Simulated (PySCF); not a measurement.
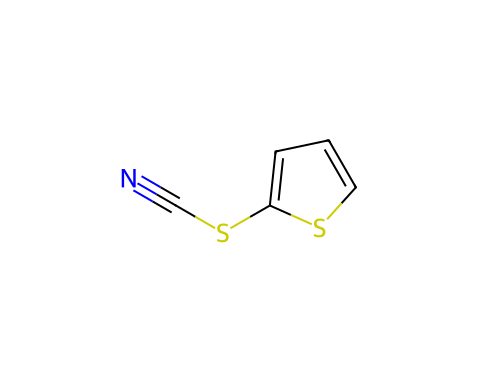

Computed geometry: GFN2-xTB optimisation. No frequency run is at hand to confirm it as a minimum. Method: PBE0/pcSseg-1, gas phase (PySCF 2.14.0).

Computed properties:

The species is C₅H₃NS₂ (`N#CSc1cccs1`).
- dipole moment: 3.52 D
- HOMO energy (Kohn–Sham orbital): −6.92 eV
- LUMO energy (Kohn–Sham orbital): −1.12 eV
- HOMO–LUMO gap: 5.80 eV
